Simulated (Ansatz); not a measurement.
# Run report: C$_{2}$H$_{10}$N$_{2}$SSi, frequency calculation

The run: frequency calculation of C$_{2}$H$_{10}$N$_{2}$SSi, SMILES CC(N)(S)[SiH2]N. Method and program: RKS PBE/def2-SVP (Ansatz 0.2.0).

It belongs to a series of runs on one base structure; here: vibrations at the highest image of the band. Figures and captions count atoms from 1; the log counts them from 0 in places.

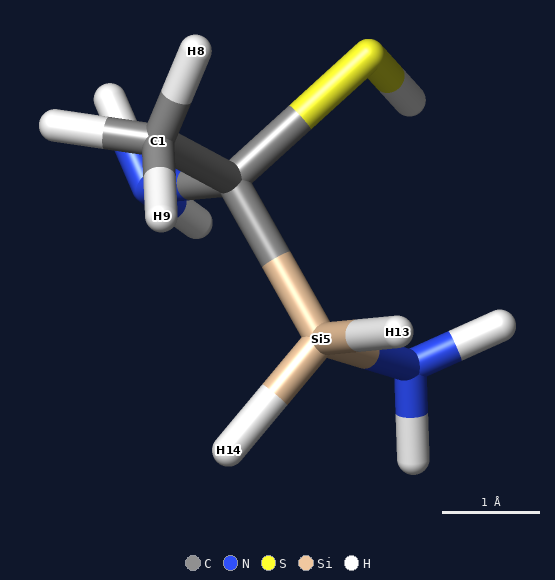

*The structure (stick view, seen at a tilt; atoms are numbered from 1 in the order of the input).*

### Input
```yaml
crystal:
  periodic: [false, false, false]
  atoms:
    - { symbol: C, position_ang: [-0.244178, -1.826757, -0.880919] }
    - { symbol: C, position_ang: [0.274457, -0.573335, -0.13579] }
    - { symbol: "N", position_ang: [0.786604, -0.896026, 1.161101] }
    - { symbol: S, position_ang: [1.575417, 0.224592, -1.330615] }
    - { symbol: Si, position_ang: [-1.06199, 0.784793, 0.029214] }
    - { symbol: "N", position_ang: [-0.311333, 2.191715, 0.768725] }
    - { symbol: H, position_ang: [-0.092463, -2.718323, -0.241842] }
    - { symbol: H, position_ang: [0.275757, -1.998223, -1.843884] }
    - { symbol: H, position_ang: [-1.331405, -1.768254, -1.099639] }
    - { symbol: H, position_ang: [1.038623, -0.0442, 1.680153] }
    - { symbol: H, position_ang: [1.62041, -1.497938, 1.107338] }
    - { symbol: H, position_ang: [1.965516, 1.182647, -0.44127] }
    - { symbol: H, position_ang: [-1.671468, 0.994665, -1.333938] }
    - { symbol: H, position_ang: [-2.145114, 0.361198, 0.99122] }
    - { symbol: H, position_ang: [-0.869217, 2.70252, 1.458269] }
    - { symbol: H, position_ang: [0.167583, 2.858125, 0.156175] }
basis:
  gaussian: { orbitals: def2-SVP }
hamiltonian:
  xc: pbe
phonons: {}
```

Hardware: 2 threads of AMD EPYC (Zen 3), 24 GiB of memory available, shared host.

Launched with:
```bash
ansatz run input.yaml --threads 2 --pin off --max-ram 3072MiB --backend cpu --events-out ev --progress --plain --runs-dir out
```

### Output
```
Engine: ansatz 0.2.0, x86_64-unknown-linux-gnu
Functional definition: PBE
  parameter kappa = 0.804
  parameter beta = 0.06672455060314922
  exchange = pbe_x(kappa = kappa, mu = beta*pi^2/3)
  correlation = pbe_c(beta = beta)
1641 factors; their error is unknown
mean field evaluation 1: about -23888.5407 eV, gradient 8.7e1 eV
mean field evaluation 2: about -23824.7952 eV, gradient 1.7e2 eV
mean field evaluation 4: about -23904.7722 eV, gradient 1.6e1 eV
mean field evaluation 8: about -23905.4446 eV, gradient 1.8e-1 eV
mean field evaluation 16: about -23905.3420 eV, gradient 5.5e-4 eV
mean field -23905.34202308 eV, -878.5051157253 hartree, gradient 4.4e-5 eV, S^2 0.000000; 0 other end points of the search recorded, 0 dependent functions left out
the calculation of the forces begins
reference -23905.34206323 eV, -878.5051172008 hartree; 33, 33 occupied and 109, 109 virtual orbitals, 1641 factors
these checks for a lower state are left out or cut short: stability, starts, cluster_reference, orbital_swaps, neighbouring_geometries, increment
1641 factors; their error is unknown
mean field -23905.34186627 eV, -878.5051099628 hartree, gradient 2.5e-6 eV, S^2 0.000000; 0 other end points of the search recorded, 0 dependent functions left out
[... from here on the field's lines of each further geometry are left out, up to the last ...]
the calculation of the forces begins
reference -23905.34200821 eV, -878.5051151789 hartree; 33, 33 occupied and 109, 109 virtual orbitals, 1641 factors
these checks for a lower state are left out or cut short: stability, starts, cluster_reference, orbital_swaps, neighbouring_geometries, increment
1641 factors; their error is unknown
mean field -23905.34196936 eV, -878.5051137511 hartree, gradient 1.4e-6 eV, S^2 0.000000; 0 other end points of the search recorded, 0 dependent functions left out
the calculation of the forces begins
reference -23905.34200951 eV, -878.5051152266 hartree; 33, 33 occupied and 109, 109 virtual orbitals, 1641 factors
WARN: phonons: modes at or below zero, which the zero-point energy, F, S and C_V leave out: 1, the lowest at -251.58 cm⁻¹. A minimum has none, and a first-order saddle one
Total energy: -23905.34206323 eV, -878.5051172008 hartree
Atom 0 at    -0.244178    -1.826757    -0.880919 Å, force     0.000126     0.018822     0.024245 eV/Å
Atom 1 at     0.274457    -0.573335    -0.135790 Å, force     0.003824    -0.015515    -0.019550 eV/Å
Atom 2 at     0.786604    -0.896026     1.161101 Å, force    -0.018415    -0.006035     0.011895 eV/Å
Atom 3 at     1.575417     0.224592    -1.330615 Å, force     0.014670     0.007002    -0.003457 eV/Å
Atom 4 at    -1.061990     0.784793     0.029214 Å, force    -0.026109     0.009762     0.006262 eV/Å
Atom 5 at    -0.311333     2.191715     0.768725 Å, force     0.002553    -0.006997    -0.007835 eV/Å
Atom 6 at    -0.092463    -2.718323    -0.241842 Å, force     0.008912    -0.003160     0.001882 eV/Å
Atom 7 at     0.275757    -1.998223    -1.843884 Å, force     0.000385    -0.007557    -0.007017 eV/Å
Atom 8 at    -1.331405    -1.768254    -1.099639 Å, force    -0.009002     0.002038    -0.008766 eV/Å
Atom 9 at     1.038623    -0.044200     1.680153 Å, force     0.008928    -0.005526     0.000224 eV/Å
Atom 10 at     1.620410    -1.497938     1.107338 Å, force     0.009569     0.003192     0.003800 eV/Å
Atom 11 at     1.965516     1.182647    -0.441270 Å, force     0.000101     0.001518    -0.004063 eV/Å
Atom 12 at    -1.671468     0.994665    -1.333938 Å, force     0.001575     0.003463     0.001163 eV/Å
Atom 13 at    -2.145114     0.361198     0.991220 Å, force     0.003103     0.001555    -0.000487 eV/Å
Atom 14 at    -0.869217     2.702520     1.458269 Å, force     0.000431    -0.003065     0.001942 eV/Å
Atom 15 at     0.167583     2.858125     0.156175 Å, force    -0.000652     0.000502    -0.000238 eV/Å
Dipole moment:     0.038390     0.251393     0.263380 e Å
Vibrations: -251.58 76.35 129.85 188.20 192.11 256.75 304.64 315.16 351.47 388.00 436.65 478.59 504.48 560.28 661.29 683.06 778.64 784.70 826.92 853.29 893.83 913.61 923.39 998.83 1022.62 1210.92 1254.34 1338.08 1405.02 1411.60 1492.06 1574.08 2139.49 2145.13 2595.84 2969.60 3051.03 3080.32 3381.05 3471.71 3480.84 3573.34 cm⁻¹, zero-point energy 3.291604 eV
```

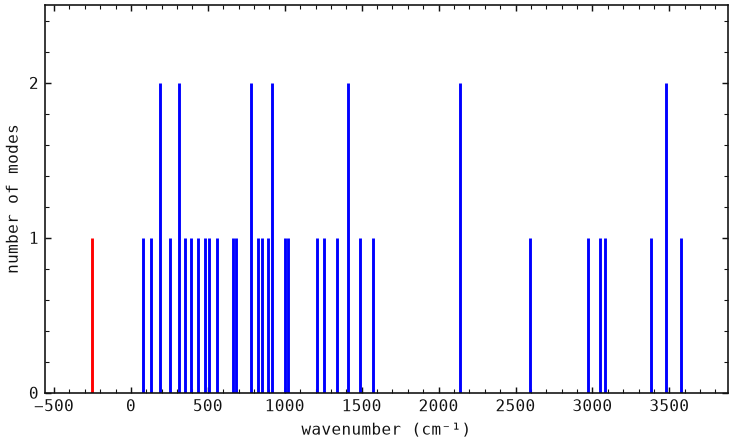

*Harmonic vibrational wavenumbers from the force constants; neighbouring modes closer than 17 cm⁻¹ are counted in one stick, and imaginary ones are drawn at negative wavenumbers.*

42 modes from 252i to 3573 cm⁻¹, 1 imaginary beyond 8i (252i cm⁻¹): a first-order saddle point, if the geometry is stationary.

### Summary

- outcome: converged
- total energy: −23905.3421 eV
- mean-field energy: −23905.3421 eV
- largest force (length of the vector): 0.031 eV/Å
- wall time: 2.6 min (CPU time 5.1 min)
- peak memory: 0.22 GiB
